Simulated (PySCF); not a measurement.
# wB97M-V/def2-TZVPPD run of NH3 (ammonia)

What is the energy change on altering one bond length of NH3 (ammonia) at wB97M-V/def2-TZVPPD? 

The calculation is run with PySCF 2.14.0.

4 further runs of the same task are left out: 4 set aside as unsound or not needed.

## 1. The molecule

The species is NH3 (4 atoms), meant as a singlet with charge 0. As SMILES, `N`. Geometry: relaxed at GFN2-xTB.

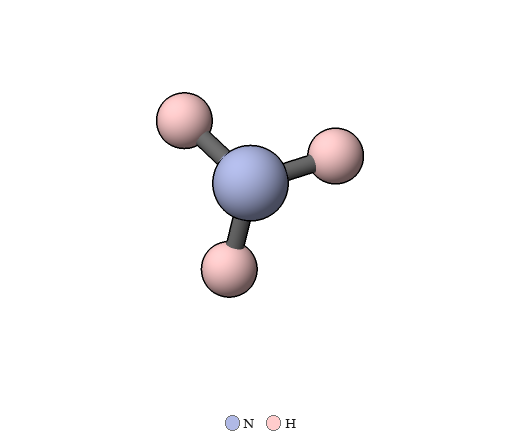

Viewed from a chosen angle; nitrogen light blue, hydrogen pink.

## 2. A single-point energy at wB97M-V/def2-TZVPPD

run.py reads:

```python
from pyscf import gto, dft

mol = gto.M(
    atom='''
N   -0.068160   0.242830   0.108060
H    0.491930  -0.300470   0.753380
H   -0.891960  -0.300620  -0.118350
H    0.468190   0.358250  -0.743090
''',
    basis='def2-tzvppd',
    spin=0,
    verbose=3,
    max_memory=1860,
    charge=0,
)

mf = dft.RKS(mol, xc='wb97m-v')
mf.nlcgrids.level = 1
mf.conv_tol = 1e-10
mf.grids.level = 5
mf.kernel()
if not mf.converged:
    mf = mf.newton().run(mf.mo_coeff, mf.mo_occ)

etot = mf.e_tot
print(f'total energy: {etot:.8f} hartree')
```

The run is started by

```sh
$ OMP_NUM_THREADS=1 python run.py
```

Standard output:

```text
converged SCF energy = -56.5530508663157
total energy: -56.55305087 hartree
```

It took 22 s on 1 thread of Arm Neoverse V1, shared host; peak memory 0.48 GiB.

## 3. The distorted shape at the same level

start.xyz reads:

```xyz
4
H3N
N     -0.336352     0.185116     0.533663
H      0.223738    -0.358184     1.178983
H     -1.160152    -0.358334     0.307253
H      0.468190     0.358250    -0.743090
```

run.py reads:

```python
from pyscf import gto, dft

molecule = gto.M(
    atom='start.xyz',
    charge=0,
    basis='def2-tzvppd',
    spin=0,
    max_memory=1860,
    verbose=4,
)

myscf = dft.RKS(molecule)
myscf.xc = 'wb97m-v'
myscf.grids.level = 5
myscf.conv_tol = 1e-10
myscf.nlcgrids.level = 1
myscf.kernel()
if not myscf.converged:
    myscf = myscf.newton().run(myscf.mo_coeff, myscf.mo_occ)

e_final = myscf.e_tot
print('Final energy', e_final)
```

The run is started by

```sh
$ OMP_NUM_THREADS=1 python run.py
```

Standard output:

```text
PySCF version 2.14.0

[INPUT] num. atoms = 4
[INPUT] num. electrons = 10
[INPUT] charge = 0
[INPUT] spin (= nelec alpha-beta = 2S) = 0
[INPUT] symmetry False subgroup None
[INPUT] Mole.unit = angstrom
[INPUT] Symbol           X                Y                Z      unit          X                Y                Z       unit  Magmom
[INPUT]  1 N     -0.336352000000   0.185116000000   0.533663000000 AA   -0.635613161450   0.349818541275   1.008476912814 Bohr   0.0
[INPUT]  2 H      0.223738000000  -0.358184000000   1.178983000000 AA    0.422803543658  -0.676869662201   2.227954975518 Bohr   0.0
[INPUT]  3 H     -1.160152000000  -0.358334000000   0.307253000000 AA   -2.192369542866  -0.677153121120   0.580624020951 Bohr   0.0
[INPUT]  4 H      0.468190000000   0.358250000000  -0.743090000000 AA    0.884750874260   0.676994384125  -1.404236585903 Bohr   0.0

nuclear repulsion = 10.5910318562279
number of shells = 34
number of NR pGTOs = 109
number of NR cGTOs = 88
basis = def2-tzvppd
ecp = {}

******** <class 'pyscf.dft.rks.RKS'> ********
method = RKS
initial guess = minao
damping factor = 0
level_shift factor = 0
DIIS = <class 'pyscf.scf.diis.CDIIS'>
diis_start_cycle = 1
diis_space = 8
diis_damp = 0
SCF conv_tol = 1e-10
SCF conv_tol_grad = None
SCF max_cycles = 50
direct_scf = True
direct_scf_tol = 1e-13
XC library pyscf.dft.libxc version 7.0.0
    S. Lehtola, C. Steigemann, M. J.T. Oliveira, and M. A.L. Marques.,  SoftwareX 7, 1–5 (2018)
XC functionals = wb97m-v
radial grids:
    Treutler-Ahlrichs [JCP 102, 346 (1995); DOI:10.1063/1.469408] (M4) radial grids

becke partition: Becke, JCP 88, 2547 (1988); DOI:10.1063/1.454033
pruning grids: <function nwchem_prune>
grids dens level: 5
symmetrized grids: False
atomic radii adjust function: <function treutler_atomic_radii_adjust>
** Following is NLC and NLC Grids **
NLC functional = wb97m-v
radial grids:
    Treutler-Ahlrichs [JCP 102, 346 (1995); DOI:10.1063/1.469408] (M4) radial grids

becke partition: Becke, JCP 88, 2547 (1988); DOI:10.1063/1.454033
pruning grids: <function nwchem_prune>
grids dens level: 1
symmetrized grids: False
atomic radii adjust function: <function treutler_atomic_radii_adjust>
small_rho_cutoff = 0
Set gradient conv threshold to 1e-05
Initial guess from minao.
tot grids = 112736
tot grids = 12536
init E= -56.1422534647001
  HOMO = -0.305943573375359  LUMO = -0.041231562294783  gap/eV = 7.20318
cycle= 1 E= -56.4401988477022  delta_E= -0.298  |g|= 0.295  |ddm|= 1.04
  HOMO = -0.296304378855019  LUMO = 0.0256752073208304  gap/eV = 8.76151
cycle= 2 E= -56.4435632751205  delta_E= -0.00336  |g|= 0.326  |ddm|= 0.378
  HOMO = -0.369602831537584  LUMO = 0.0141260176105078  gap/eV = 10.44179
cycle= 3 E= -56.4662325844625  delta_E= -0.0227  |g|= 0.0245  |ddm|= 0.15
  HOMO = -0.368808046874236  LUMO = 0.0195843260557282  gap/eV = 10.56869
cycle= 4 E= -56.4663840037439  delta_E= -0.000151  |g|= 0.00742  |ddm|= 0.0218
  HOMO = -0.370148835647797  LUMO = 0.0197509769033815  gap/eV = 10.60971
cycle= 5 E= -56.4664050557238  delta_E= -2.11e-05  |g|= 0.000964  |ddm|= 0.00865
  HOMO = -0.370133921628202  LUMO = 0.0197321090149529  gap/eV = 10.60880
cycle= 6 E= -56.4664058947543  delta_E= -8.39e-07  |g|= 0.000229  |ddm|= 0.00253
  HOMO = -0.370155979894342  LUMO = 0.0197161402469419  gap/eV = 10.60896
cycle= 7 E= -56.4664059609507  delta_E= -6.62e-08  |g|= 8.34e-05  |ddm|= 0.00073
  HOMO = -0.370160560246447  LUMO = 0.0197226686211778  gap/eV = 10.60926
cycle= 8 E= -56.4664059688907  delta_E= -7.94e-09  |g|= 2.66e-05  |ddm|= 0.000192
  HOMO = -0.370158595274496  LUMO = 0.0197228630471926  gap/eV = 10.60921
cycle= 9 E= -56.4664059703216  delta_E= -1.43e-09  |g|= 8e-06  |ddm|= 8.6e-05
  HOMO = -0.370158282368742  LUMO = 0.0197232585243938  gap/eV = 10.60922
cycle= 10 E= -56.4664059704252  delta_E= -1.04e-10  |g|= 1.43e-06  |ddm|= 3.44e-05
  HOMO = -0.370158231405561  LUMO = 0.0197231606617052  gap/eV = 10.60921
cycle= 11 E= -56.4664059704294  delta_E= -4.12e-12  |g|= 3.77e-07  |ddm|= 8.12e-06
  HOMO = -0.370158358684051  LUMO = 0.0197231437554635  gap/eV = 10.60922
Extra cycle  E= -56.4664059704297  delta_E= -3.55e-13  |g|= 3.24e-07  |ddm|= 7.29e-07
converged SCF energy = -56.4664059704297
Final energy -56.46640597042971
```

Run time: 26 s. Hardware: 1 thread of Arm Neoverse V1, shared host; peak memory 0.48 GiB.

## 4. Results

Level: wB97M-V/def2-TZVPPD.

| quantity | value |
| --- | --- |
| first shape: total energy | -56.55305 Eh |
| first shape: dipole moment | 1.49 D |
| first shape: HOMO energy | -10.13 eV |
| first shape: LUMO energy | 1.31 eV |
| first shape: HOMO–LUMO gap | 11.44 eV |
| distorted shape: total energy | -56.46641 Eh |
| distorted shape: dipole moment | 1.39 D |
| distorted shape: HOMO energy | -10.07 eV |
| distorted shape: LUMO energy | 0.54 eV |
| distorted shape: HOMO–LUMO gap | 10.61 eV |
| energy change with the N1–H4 bond stretched from 1.013 to 1.519 Å | 2.358 eV |

With the N1–H4 bond stretched from 1.013 to 1.519 Å the energy rises by 2.36 eV (54 kcal/mol). The first shape isn't relaxed at this level, so the change isn't measured from a minimum. Mulliken charges (distorted shape) run from -0.38 on N1 to +0.18 on H4; in a basis this large or diffuse they mean little.
